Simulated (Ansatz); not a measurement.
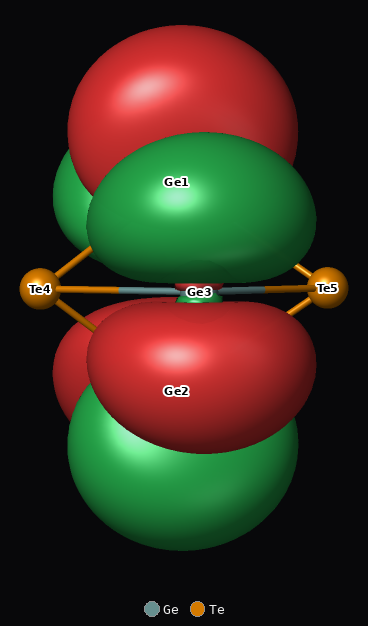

Figure. Ge3Te2 (triplet). One frontier orbital at ±0.05 Å⁻³ᐟ² (green and red are the two phases), seen across its widest extent.

Geometry: PBE-D4/def2-SVP; core potentials replace the inner electrons of Te.

Level of theory: UKS PBE0-D4/def2-TZVP in Ansatz.

Input

```
crystal:
  periodic: [false, false, false]
  atoms:
    - {symbol: Ge, position_ang: [0.728115, -1.221850, 1.048247]}
    - {symbol: Ge, position_ang: [0.777234, 0.436202, -1.525621]}
    - {symbol: Ge, position_ang: [-1.506703, 0.786349, 0.477803]}
    - {symbol: Te, position_ang: [1.106095, 1.512659, 0.995545]}
    - {symbol: Te, position_ang: [-1.104741, -1.513370, -0.995974]}
basis:
  gaussian: {orbitals: def2-TZVP, initial_orbitals: start.molden}
magnetization: {spin_polarized: true, initial_magnetization: 2}
hamiltonian: {xc: pbe0, dispersion: d4}
scf: {omitted_lower_state_checks: [starts]}
output: {orbitals: {seedname: orbitals}}
```

Run with:

```sh
ansatz run in.yaml --threads 4 --pin off --events-out ev --progress --plain --max-ram 4787MiB
```

**Which orbital is it: HOMO (α) or LUMO (α)?**

The LUMO (α), at −1.79 eV. Its weight (Hirshfeld) is mainly on Ge1 (about 30 %), Ge2 (about 30 %) and Ge3 (about 30 %).
